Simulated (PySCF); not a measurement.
# C8H5Cl: excited states, first hyperpolarisability

Wanted: excited states, first hyperpolarisability for C8H5Cl (`C#Cc1ccc(Cl)cc1`).

Computed with PySCF 2.14.0 and routines of our own; the level stands in each step. Atoms count from 0.

## 1. The system as given

14 atoms, charge 0, multiplicity 1; geometry from: GFN2-xTB.

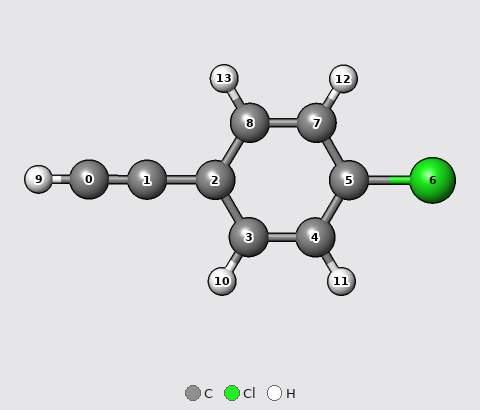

The starting geometry (carbon grey, chlorine green, hydrogen white).

## 2. Optimising the geometry at PBE0-D3(BJ)/def2-SVP

Job settings and geometry (Å):

```
{"job": {"xc": "PBE0", "basis": "def2-SVP", "d3": "d3bj", "grid": 2, "kind": "geom"}, "charge": 0, "multiplicity": 1}
C      3.299223     0.606229     0.426064
C      2.128425     0.390922     0.271247
C      0.747465     0.137536     0.092338
C     -0.066648     1.083174    -0.531496
C     -1.414097     0.836266    -0.705100
C     -1.952626    -0.359442    -0.253441
Cl    -3.640300    -0.671438    -0.473733
C     -1.157417    -1.308860     0.370897
C      0.189941    -1.059745     0.541786
H      4.322369     0.794388     0.561596
H      0.363121     2.010977    -0.878614
H     -2.047304     1.564554    -1.187371
H     -1.592128    -2.232910     0.718867
H      0.819298    -1.792125     1.024793
```

Run with:

```
> OMP_NUM_THREADS=1 python excited_run.py task.json out
```

The driver reads the jobs from task.json and runs them one after another.

The program printed:

```text
step   0  E = -767.12042455  max force = 0.020544
step   1  E = -767.12227140  max force = 0.003446
step   2  E = -767.12228298  max force = 0.000355
optimisation converged
```

Run time: 34 s. Hardware: 1 thread of Arm Neoverse V2, shared host; peak memory 0.74 GiB.

Along the way:

```csv
step,energy from step 0 (eV),largest force component (eV/Å)
0,0.0000,1.0564
1,-0.0503,0.1772
2,-0.0506,0.0183
```

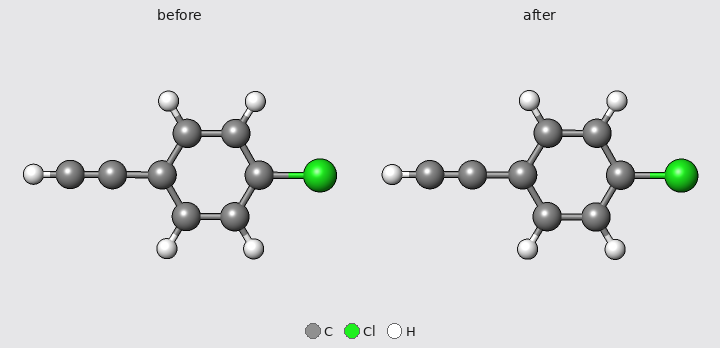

The geometry before (left) and after (right).

Close pairs (by a distance rule), those that changed most:

```csv
bond,before (Å),after (Å),change (Å)
C0–H9,1.049,1.074,+0.025
C0–C1,1.200,1.213,+0.013
C1–C2,1.415,1.428,+0.013
C7–H12,1.079,1.091,+0.012
C4–H11,1.079,1.091,+0.012
C8–H13,1.080,1.092,+0.012
C3–H10,1.080,1.092,+0.012
C2–C3,1.395,1.405,+0.010
```

The next job starts from the end point, and lists it.

```csv
at the end point,value
point group (found at 0.08 Å tolerance),C2v
"rotational constants (GHz, main isotopes)","5.668, 0.691, 0.616"
dipole moment (D),0.89
```

## 3. Excited states: TDA wB97X-D/def2-TZVP

Job settings and geometry (Å):

```
{"job": {"kind": "states", "xc": "wB97X-D", "basis": "def2-TZVP", "tda": true, "soc": true, "nstates": 6, "ntriplets": 5, "nquad": 4}, "charge": 0, "multiplicity": 1}
C      3.082375     0.516286     0.413395
C      1.898961     0.296636     0.260544
C      0.506221     0.037398     0.081390
C     -0.319006     0.985058    -0.547864
C     -1.674440     0.738762    -0.724879
C     -2.217564    -0.463498    -0.271388
Cl    -3.905311    -0.770448    -0.491811
C     -1.417613    -1.418808     0.355979
C     -0.062874    -1.166719     0.530050
H      4.130014     0.711104     0.549139
H      0.114944     1.922885    -0.899414
H     -2.317136     1.472867    -1.213162
H     -1.861793    -2.352835     0.703375
H      0.570971    -1.908234     1.019756
```

With the program's defaults for keys left out, this is: TDA wB97X-D/def2-TZVP excited states, vertical, gas phase, spin-orbit mean-field couplings.

The program printed:

```text
coarse grid: 13416 points
cycle   1  E = -767.9566876450  dE =  1.851e+00  |g| = 3.968e-01  |ddm| = 4.196e+00
cycle   2  E = -767.9786840838  dE = -2.200e-02  |g| = 3.280e-01  |ddm| = 1.185e+00
cycle   3  E = -768.0017827454  dE = -2.310e-02  |g| = 7.325e-02  |ddm| = 3.215e-01
cycle   4  E = -768.0031031598  dE = -1.320e-03  |g| = 2.830e-02  |ddm| = 1.473e-01
cycle   5  E = -768.0033084980  dE = -2.053e-04  |g| = 5.930e-03  |ddm| = 5.772e-02
cycle   6  E = -768.0033182202  dE = -9.722e-06  |g| = 2.028e-03  |ddm| = 1.966e-02
final grid: 128272 points
cycle   7  E = -767.9928033249  dE = -2.209e-04  |g| = 4.947e-03  |ddm| = 3.427e-01
cycle   8  E = -767.9928061281  dE = -2.803e-06  |g| = 3.757e-03  |ddm| = 2.754e-02
cycle   9  E = -767.9928093122  dE = -3.184e-06  |g| = 8.808e-04  |ddm| = 4.358e-03
cycle  10  E = -767.9928094876  dE = -1.754e-07  |g| = 4.155e-04  |ddm| = 2.240e-03
cycle  11  E = -767.9928095282  dE = -4.060e-08  |g| = 8.135e-05  |ddm| = 5.377e-04
cycle  12  E = -767.9928095299  dE = -1.706e-09  |g| = 5.102e-05  |ddm| = 3.318e-04
cycle  13  E = -767.9928095306  dE = -7.101e-10  |g| = 1.363e-05  |ddm| = 1.174e-04
converged SCF energy = -767.9928095306

Singlet excitations
state   eV       nm        f     d(h-e)  d(exc)  Lambda  PR(NTO)  |dmu|/D   mu/D   main configurations
  1   5.0858   243.8   0.00099   0.064   3.055   0.589   1.914    0.224    1.194   H->L+1 0.59, H-1->L 0.38
  2   5.3469   231.9   0.51009   0.142   3.300   0.821   1.353    0.222    1.193   H->L 0.84
  3   5.6286   220.3   0.00000   1.399   3.102   0.373   1.034    4.739    5.709   H-2->L 0.89, H-2->L+4 0.09
  4   6.2966   196.9   0.00000   0.803   2.807   0.403   1.032    3.295    2.325   H->L+3 0.77, H-3->L+3 0.20
  5   6.6598   186.2   0.00595   0.147   2.842   0.780   2.835                     H-3->L 0.49, H-1->L+1 0.22, H-2->L+3 0.17
  6   6.7475   183.7   0.00001   1.250   3.397   0.441   1.038                     H->L+2 0.83, H-3->L+2 0.11

Triplet excitations (Tamm-Dancoff)
state   eV     d(h-e)  d(exc)  Lambda  PR(NTO)   main configurations
  1   3.5174   0.059   3.045   0.822   1.246   H->L 0.87
  2   4.4769   0.176   3.006   0.581   1.439   H->L+1 0.77, H-1->L 0.18
  3   4.6639   0.005   2.568   0.888   1.210   H-1->L+1 0.90
  4   4.8871   0.324   2.917   0.597   1.441   H-1->L 0.79, H->L+1 0.18
  5   5.3124   1.054   2.909   0.379   1.232   H-2->L 0.77, H-2->L+4 0.12
S1 - T1 = 1.5685 eV

Spin-orbit couplings |<S|Hso|T>| (cm-1)
             T1       T2       T3       T4       T5
S0        0.009    0.569    0.005    0.133    4.969
S1        0.023    0.002    0.004    0.001    0.156
S2        0.003    0.085    0.002    0.005    9.983
S3        3.988    0.029    2.053    0.755    0.022
S4        4.037    1.812    1.995    0.638    0.009
S5        0.025    0.015    0.007    0.016   16.022
S6       24.447    1.710    4.507    0.503    0.676
T1 sublevels (cm-1): 0.000 0.022 0.023   radiative rates (1/s): 0.00271 2.32e-06 0.000172
```

It took 86 s on 1 thread of Arm Neoverse V2, shared host; peak memory 1.4 GiB.

From this job:

```csv
quantity,value
S1 less T1,1.57 eV
```

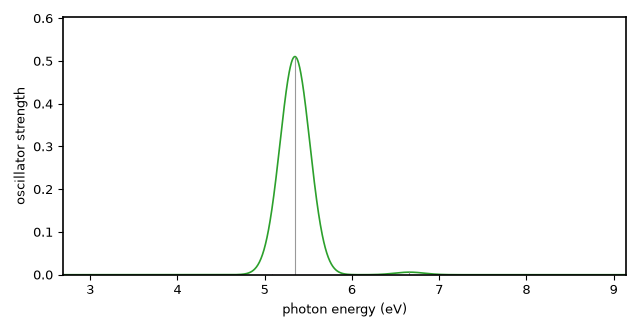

Absorption lines of the singlets. Lines are broadened to a width of 0.40 eV (Gaussian).

## 4. Excited states: TDDFT CAM-B3LYP/aug-cc-pVDZ

The job, as its differences from that of step 3:

```diff
@@ -1,2 +1,2 @@
-{"job": {"kind": "states", "xc": "wB97X-D", "basis": "def2-TZVP", "tda": true, "soc": true, "nstates": 6, "ntriplets": 5, "nquad": 4}, "charge": 0, "multiplicity": 1}
+{"job": {"kind": "states", "xc": "CAM-B3LYP", "basis": "aug-cc-pVDZ", "tpa": true, "nstates": 8, "nquad": 6, "ntriplets": 0}, "charge": 0, "multiplicity": 1}
 C      3.082375     0.516286     0.413395
```

Method: TDDFT CAM-B3LYP/aug-cc-pVDZ excited states, vertical, gas phase, two-photon moments by quadratic response.

The program printed:

```text
coarse grid: 13416 points
cycle   1  E = -767.7898617402  dE =  1.825e+00  |g| = 3.627e-01  |ddm| = 6.480e+01
cycle   2  E = -767.8034673164  dE = -1.361e-02  |g| = 3.352e-01  |ddm| = 6.272e+00
cycle   3  E = -767.8296237080  dE = -2.616e-02  |g| = 7.541e-02  |ddm| = 2.905e+00
cycle   4  E = -767.8310106839  dE = -1.387e-03  |g| = 3.006e-02  |ddm| = 6.134e-01
cycle   5  E = -767.8312473991  dE = -2.367e-04  |g| = 6.727e-03  |ddm| = 2.913e-01
cycle   6  E = -767.8312584660  dE = -1.107e-05  |g| = 1.445e-03  |ddm| = 6.231e-02
cycle   7  E = -767.8312591329  dE = -6.668e-07  |g| = 6.999e-04  |ddm| = 1.479e-02
final grid: 128272 points
cycle   8  E = -767.8620916604  dE = -1.440e-05  |g| = 3.403e-03  |ddm| = 6.357e-01
cycle   9  E = -767.8620908483  dE =  8.121e-07  |g| = 3.940e-03  |ddm| = 7.023e-02
cycle  10  E = -767.8620949269  dE = -4.079e-06  |g| = 8.335e-04  |ddm| = 3.043e-02
cycle  11  E = -767.8620950901  dE = -1.633e-07  |g| = 1.621e-04  |ddm| = 6.378e-03
cycle  12  E = -767.8620950965  dE = -6.369e-09  |g| = 6.497e-05  |ddm| = 1.537e-03
cycle  13  E = -767.8620950976  dE = -1.158e-09  |g| = 2.082e-05  |ddm| = 5.728e-04
cycle  14  E = -767.8620950978  dE = -1.305e-10  |g| = 6.392e-06  |ddm| = 2.117e-04
converged SCF energy = -767.8620950978

Singlet excitations
state   eV       nm        f     d(h-e)  d(exc)  Lambda  PR(NTO)  |dmu|/D   mu/D   delta(TPA)   sigma/GM   main configurations
  1   5.0018   247.9   0.00089   0.095   3.093   0.576   1.882    0.346    1.386        6.23      0.057   H->L+1 0.64, H-1->L 0.33
  2   5.0775   244.2   0.42775   0.043   3.386   0.782   1.367    0.108    0.932       18.78      0.177   H->L 0.90
  3   5.5699   222.6   0.00000   1.353   3.154   0.350   1.036    4.404    5.445        0.40      0.004   H-2->L 0.87
  4   6.0517   204.9   0.00218   0.121   4.609   0.244   1.065    1.149    0.108       61.41      0.824   H->L+2 0.85
  5   6.1271   202.4   0.00000   1.039   3.154   0.291   1.071    4.521    3.481        2.50      0.034   H->L+8 0.55, H-3->L+8 0.13
  6   6.3047   196.7   0.27403   0.122   3.376   0.566   2.063    0.383    0.657        0.05      0.001   H-1->L 0.63, H->L+1 0.33
  7   6.4654   191.8   0.06029   0.048   2.861   0.707   3.287                                            H-3->L 0.38, H-1->L+1 0.35, H-2->L+8 0.09
  8   6.5997   187.9   0.00002   1.406   4.225   0.301   1.118                                            H->L+7 0.46, H->L+5 0.24
```

Wall time 90 s (1 thread of Arm Neoverse V2, shared host); peak memory 1.1 GiB.

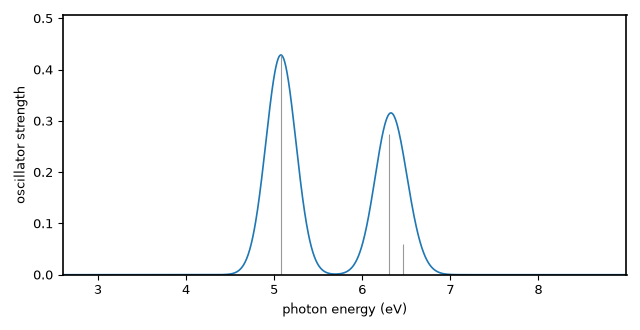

Absorption lines of the singlets. Lines are broadened to a width of 0.40 eV (Gaussian).

## 5. First hyperpolarisability: quadratic response CAM-B3LYP/aug-cc-pVDZ

The job, as its differences from that of step 4:

```diff
@@ -1,2 +1,2 @@
-{"job": {"kind": "states", "xc": "CAM-B3LYP", "basis": "aug-cc-pVDZ", "tpa": true, "nstates": 8, "nquad": 6, "ntriplets": 0}, "charge": 0, "multiplicity": 1}
+{"job": {"kind": "beta", "xc": "CAM-B3LYP", "basis": "aug-cc-pVDZ"}, "charge": 0, "multiplicity": 1}
 C      3.082375     0.516286     0.413395
```

With the program's defaults for keys left out, this is: quadratic response CAM-B3LYP/aug-cc-pVDZ first hyperpolarisability, Taylor convention, gas phase.

The program printed:

```text
coarse grid: 13416 points
cycle   1  E = -767.7898617402  dE =  1.825e+00  |g| = 3.627e-01  |ddm| = 6.480e+01
cycle   2  E = -767.8034673164  dE = -1.361e-02  |g| = 3.352e-01  |ddm| = 6.272e+00
cycle   3  E = -767.8296237080  dE = -2.616e-02  |g| = 7.541e-02  |ddm| = 2.905e+00
cycle   4  E = -767.8310106839  dE = -1.387e-03  |g| = 3.006e-02  |ddm| = 6.134e-01
cycle   5  E = -767.8312473991  dE = -2.367e-04  |g| = 6.727e-03  |ddm| = 2.913e-01
cycle   6  E = -767.8312584660  dE = -1.107e-05  |g| = 1.445e-03  |ddm| = 6.231e-02
cycle   7  E = -767.8312591329  dE = -6.668e-07  |g| = 6.999e-04  |ddm| = 1.479e-02
final grid: 128272 points
cycle   8  E = -767.8620916604  dE = -1.440e-05  |g| = 3.403e-03  |ddm| = 6.357e-01
cycle   9  E = -767.8620908483  dE =  8.121e-07  |g| = 3.940e-03  |ddm| = 7.023e-02
cycle  10  E = -767.8620949269  dE = -4.079e-06  |g| = 8.335e-04  |ddm| = 3.043e-02
cycle  11  E = -767.8620950901  dE = -1.633e-07  |g| = 1.621e-04  |ddm| = 6.378e-03
cycle  12  E = -767.8620950965  dE = -6.369e-09  |g| = 6.497e-05  |ddm| = 1.537e-03
cycle  13  E = -767.8620950976  dE = -1.158e-09  |g| = 2.082e-05  |ddm| = 5.728e-04
cycle  14  E = -767.8620950978  dE = -1.305e-10  |g| = 6.392e-06  |ddm| = 2.117e-04
converged SCF energy = -767.8620950978

Lowest singlets (eV, f): 5.0018 0.0009  5.0775 0.4278  5.5699 0.0000

First hyperpolarisability (au)
process     nm      |vector|   parallel      HRS      DR
static         -      420.17     -252.1     167.42   5.754
shg       1907.0      449.34     -269.6     179.04   5.742
eope      1907.0      429.54    -257.73          -       -
shg       1064.0      527.27    -316.36     210.12   5.705
eope      1064.0      451.52    -270.91          -       -
```

Wall time 65 s (1 thread of Arm Neoverse V2, shared host); peak memory 1.1 GiB.

## 6. Summary of results

| quantity | value |
| --- | --- |
| point group | C2v |
| rotational constants (main isotopes) | 5.67, 0.69, 0.62 GHz |
| S1 less T1 (step 3, TDA wB97X-D/def2-TZVP) | 1.57 eV |
| β vector (step 5, quadratic response CAM-B3LYP/aug-cc-pVDZ) | static 420, SHG 1907.0 nm 449, SHG 1064.0 nm 527 au |

In words: Over 2 steps the energy fell by 0.051 eV; of the close pairs, C0–H9 changed most, 1.049 to 1.074 Å. In step 3, the number of triplets below S1 is 4, and the largest singlet-triplet spin-orbit coupling is S6–T1, 24.45 cm⁻¹. β grows from 420 au (static) to 527 au for doubling at 1064.0 nm: normal dispersion, which grows as twice the photon energy moves toward the bright states.
